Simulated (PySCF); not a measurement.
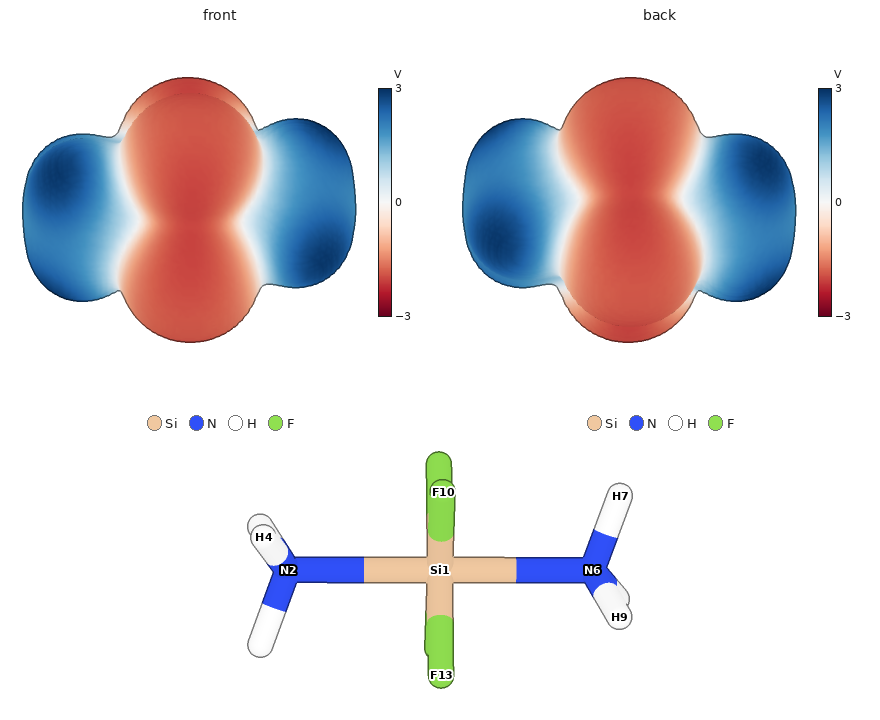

*F4H6N2Si (SMILES N->[Si](<-N)(F)(F)(F)F). The molecular electrostatic potential painted on the density surface at 0.004 e/bohr³, seen from the front and from behind; the colour scale runs from red (negative) to blue (positive). The bare structure is drawn below in the same view.*

Geometry: PBE0-D3(BJ)/def2-SVP.

The calculation used PBE0/pcSseg-1, SCF density, gas phase, non-relativistic in PySCF.

```yaml
atoms:
  - { symbol: Si, position_ang: [0.0022, -0.0030, 0.0017] }
  - { symbol: N, position_ang: [-0.0019, -0.0100, 1.9468] }
  - { symbol: H, position_ang: [-0.3083, 0.9016, 2.2861] }
  - { symbol: H, position_ang: [0.9455, -0.1926, 2.2777] }
  - { symbol: H, position_ang: [-0.6306, -0.7351, 2.2903] }
  - { symbol: N, position_ang: [0.0061, 0.0024, -1.9436] }
  - { symbol: H, position_ang: [0.6745, 0.6899, -2.2896] }
  - { symbol: H, position_ang: [-0.9294, 0.2346, -2.2768] }
  - { symbol: H, position_ang: [0.2627, -0.9263, -2.2777] }
  - { symbol: F, position_ang: [1.6780, -0.0024, -0.0011] }
  - { symbol: F, position_ang: [-1.6731, -0.0044, 0.0052] }
  - { symbol: F, position_ang: [0.0011, 1.6723, 0.0018] }
  - { symbol: F, position_ang: [0.0039, -1.6790, 0.0013] }
```

Describe the electrostatic potential map.

Answer. The most negative region (about −2.0 V) lies over F10, F11, F12 and F13, the most positive (about +2.9 V) over the H atoms.
